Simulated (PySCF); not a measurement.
**MP2/def2-TZVP run of BCl (SMILES [B]Cl)**

What is the vertical ionisation energy of BCl at MP2/def2-TZVP? Input form: a Python script.

The results are computed with PySCF 2.14.0.

## (1) The structure to begin with

The species is BCl (2 atoms), meant as a singlet with charge 0. SMILES: `[B]Cl`. The coordinates come from a PBE0-D4/def2-TZVP relaxation.

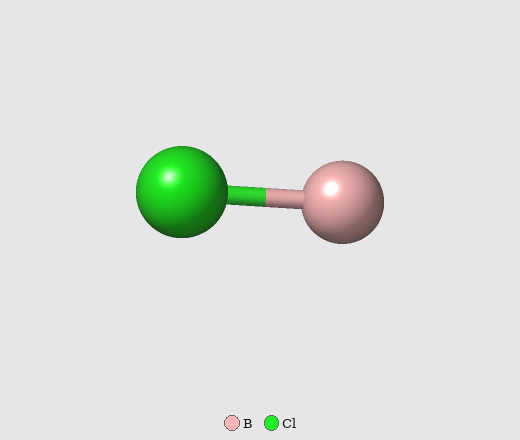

Viewed from a chosen angle; boron pink, chlorine green.

## (2) The energy at MP2/def2-TZVP

Input file calc.py:

```python
from pyscf import gto, mp

mol = gto.Mole()
mol.atom = '''
B      0.000000     0.000000    -0.131638
Cl     0.000000     0.000000     3.114628
'''
mol.unit = 'bohr'
mol.spin = 0
mol.charge = 0
mol.basis = 'def2-tzvp'
mol.max_memory = 1860
mol.verbose = 3
mol.build()

mf = mol.RHF()
mf.conv_tol = 1e-10
mf.kernel()
if not mf.converged:
    mf = mf.newton().run(mf.mo_coeff, mf.mo_occ)

pt = mp.MP2(mf, frozen=6).run()
etot = pt.e_tot
print('Final energy', etot)
```

Command:

```bash
$ OMP_NUM_THREADS=1 python calc.py
```

Output:

```text
converged SCF energy = -484.148514644449
E(RMP2) = -484.405044433887  E_corr = -0.256529789438397
E(SCS-RMP2) = -484.404305972615  E_corr = -0.255791328166006
Final energy -484.4050444338875
```

It took 1.2 s on 1 thread of Arm Neoverse V1, shared host; peak memory 0.14 GiB.

## (3) The doublet cation, same level

Input file job.py:

```python
from pyscf import gto, mp

molecule = gto.M(
    atom='B -0.000000 -0.000000 -0.069660; Cl 0.000000 0.000000 1.648190',
    max_memory=1860,
    charge=1,
    basis='def2-tzvp',
    verbose=4,
    spin=1,
)

calc0 = molecule.UHF()
calc0.conv_tol = 1e-10
calc0.kernel()
if not calc0.converged:
    calc0 = calc0.newton().run(calc0.mo_coeff, calc0.mo_occ)

pt = mp.MP2(calc0, frozen=6).run()
etot = pt.e_tot
print(f'total energy: {etot:.8f} hartree')
```

Command:

```bash
$ OMP_NUM_THREADS=1 python job.py
```

Output:

```text
PySCF version 2.14.0

[INPUT] num. atoms = 2
[INPUT] num. electrons = 21
[INPUT] charge = 1
[INPUT] spin (= nelec alpha-beta = 2S) = 1
[INPUT] symmetry False subgroup None
[INPUT] Mole.unit = angstrom
[INPUT] Symbol           X                Y                Z      unit          X                Y                Z       unit  Magmom
[INPUT]  1 B      0.000000000000   0.000000000000  -0.069660000000 AA    0.000000000000   0.000000000000  -0.131638321837 Bohr   0.0
[INPUT]  2 Cl     0.000000000000   0.000000000000   1.648190000000 AA    0.000000000000   0.000000000000   3.114627701247 Bohr   0.0

nuclear repulsion = 26.183929288471
number of shells = 24
number of NR pGTOs = 109
number of NR cGTOs = 68
basis = def2-tzvp
ecp = {}

******** <class 'pyscf.scf.uhf.UHF'> ********
method = UHF
initial guess = minao
damping factor = 0
level_shift factor = 0
DIIS = <class 'pyscf.scf.diis.CDIIS'>
diis_start_cycle = 1
diis_space = 8
diis_damp = 0
SCF conv_tol = 1e-10
SCF conv_tol_grad = None
SCF max_cycles = 50
direct_scf = True
direct_scf_tol = 1e-13
number electrons alpha = 11  beta = 10
Set gradient conv threshold to 1e-05
init E= -484.221174023644
[... the frontier-level lines of each cycle are left out ...]

cycle= 1 E= -483.708916470223  delta_E= 0.512  |g|= 0.308  |ddm|= 0.886
cycle= 2 E= -483.795004058293  delta_E= -0.0861  |g|= 0.163  |ddm|= 0.542
cycle= 3 E= -483.812631856019  delta_E= -0.0176  |g|= 0.0512  |ddm|= 0.145
cycle= 4 E= -483.816400024294  delta_E= -0.00377  |g|= 0.0225  |ddm|= 0.0854
cycle= 5 E= -483.817419495466  delta_E= -0.00102  |g|= 0.00957  |ddm|= 0.0425
cycle= 6 E= -483.817641583623  delta_E= -0.000222  |g|= 0.00498  |ddm|= 0.02
cycle= 7 E= -483.817723285384  delta_E= -8.17e-05  |g|= 0.00183  |ddm|= 0.0155
cycle= 8 E= -483.817736897172  delta_E= -1.36e-05  |g|= 0.000672  |ddm|= 0.00677
cycle= 9 E= -483.817738755967  delta_E= -1.86e-06  |g|= 0.000328  |ddm|= 0.00193
cycle= 10 E= -483.817739229019  delta_E= -4.73e-07  |g|= 0.000128  |ddm|= 0.00113
cycle= 11 E= -483.81773928701  delta_E= -5.8e-08  |g|= 2.66e-05  |ddm|= 0.000448
cycle= 12 E= -483.817739288561  delta_E= -1.55e-09  |g|= 4.95e-06  |ddm|= 7.62e-05
cycle= 13 E= -483.817739288595  delta_E= -3.43e-11  |g|= 1.91e-06  |ddm|= 8.65e-06
Extra cycle  E= -483.817739288599  delta_E= -3.75e-12  |g|= 9.57e-07  |ddm|= 2.72e-06
converged SCF energy = -483.817739288599  <S^2> = 0.76034653  2S+1 = 2.0103199

******** <class 'pyscf.mp.ump2.UMP2'> ********
nocc = (np.int64(5), np.int64(4)), nmo = (62, 62)
frozen orbitals 6
E(UMP2) = -484.043461042456  E_corr = -0.225721753857234
E(SCS-UMP2) = -484.03895413557  E_corr = -0.221214846971436
E_corr(same-spin) = -0.0572899126814367
E_corr(oppo-spin) = -0.168431841175797
total energy: -484.04346104 hartree
```

It took 1.6 s on 1 thread of Arm Neoverse V1, shared host; peak memory 0.14 GiB.

## (4) Summary of results

At MP2/def2-TZVP, 6 core orbitals frozen:

```
                                                                  quantity          value
                                                 singlet BCl: total energy  -484.40504 Eh
                         singlet BCl: dipole moment (Hartree–Fock density)         1.47 D
                          singlet BCl: HOMO energy (Hartree–Fock orbitals)      -10.34 eV
                          singlet BCl: LUMO energy (Hartree–Fock orbitals)        1.66 eV
                        singlet BCl: HOMO–LUMO gap (Hartree–Fock orbitals)       12.01 eV
                  singlet BCl: correlation energy (6 core orbitals frozen)     -256.5 mEh
                                              doublet cation: total energy  -484.04346 Eh
doublet cation: HOMO energy (Hartree–Fock orbitals) (highest over α and β)      -21.23 eV
 doublet cation: LUMO energy (Hartree–Fock orbitals) (lowest over α and β)       -7.89 eV
               doublet cation: correlation energy (6 core orbitals frozen)     -225.7 mEh
                         doublet cation: ⟨S²⟩ of the reference determinant          0.760
                        vertical ionisation energy (to the doublet cation)       9.839 eV
```

What this shows: The vertical ionisation energy comes to 9.84 eV (227 kcal/mol).
